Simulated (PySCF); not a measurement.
SMILES C(=O)(C)c1ccccc1 (C8H8O) at its GFN2-xTB optimised geometry (Å):

```
17

C      2.4923    -1.8164     0.0000
C      0.9826    -1.8164     0.0000
O      0.3505    -2.8494     0.0015
C      0.3033    -0.4941     0.0000
C      0.9870     0.7204    -0.0360
C      0.2863     1.9124    -0.0331
C     -1.0990     1.9117     0.0066
C     -1.7884     0.7102     0.0421
C     -1.0919    -0.4819     0.0381
H      2.8679    -1.2877     0.8733
H      2.8660    -1.3239    -0.8952
H      2.8490    -2.8430     0.0193
H      2.0650     0.7452    -0.0682
H      0.8232     2.8494    -0.0618
H     -1.6391     2.8470     0.0095
H     -2.8679     0.7057     0.0727
H     -1.6093    -1.4295     0.0650
```

Calculation: B3LYP/def2-SVP in PySCF. Cells within 0.4 Å of a nucleus heavier than hydrogen are left out (blank, or x).

Map of the deformation density (molecule minus spherical neutral atoms) (e/bohr³) on the plane z = 0.0 Å:

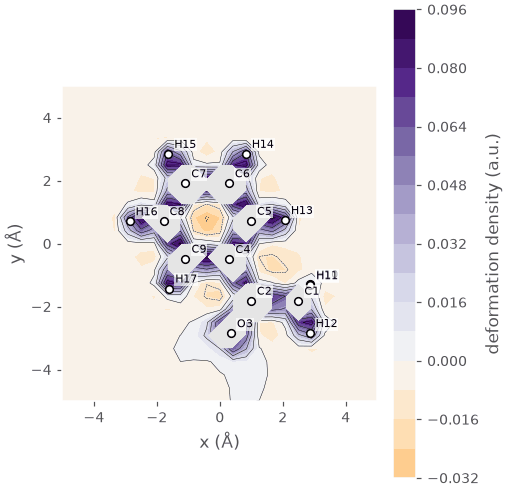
Fig. 1. Deformation density (molecule minus spherical neutral atoms) (e/bohr³) on the plane z = 0.0 Å.
